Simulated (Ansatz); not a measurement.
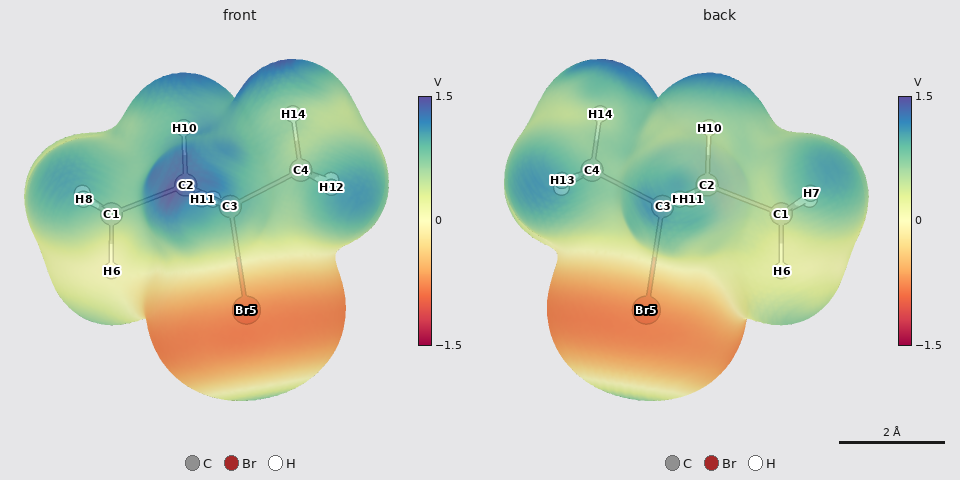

Figure 1: C4H9Br. The electrostatic potential painted on the density surface at 0.004 e/bohr³, seen from the front and from behind; the colour scale runs from red (negative) to blue (positive).

Geometry: B3LYP/6-31G*.

Method: Ansatz, isolated molecule in a Gaussian basis; Kohn-Sham density functional theory, functional PBE0.

```xyz
14

C    -0.2785   -0.9614    1.2851
C    -0.0426    0.0699    0.1794
C    -1.2717    0.8732   -0.2400
C    -1.0327    1.7728   -1.4443
Br   -1.9131    2.0183    1.2904
H    -0.5803   -0.4793    2.2198
H     0.6357   -1.5335    1.4774
H    -1.0645   -1.6724    1.0026
H     0.7581    0.7629    0.4662
H     0.3059   -0.4470   -0.7283
H    -2.1231    0.2104   -0.4129
H    -1.9300    2.3384   -1.7084
H    -0.2209    2.4818   -1.2525
H    -0.7502    1.1530   -2.3060
```

Q: Which sites attract a positive test charge, and which a negative one?

A: A positive charge is drawn to the negative regions and a negative charge to the positive ones. The most negative region (about −0.8 V) lies over Br5, the most positive (about +1.4 V) over H11 and H14. Br5 shows a σ-hole: about +0.7 V at the tip opposite its bond, against about −0.7 V on its flanks.
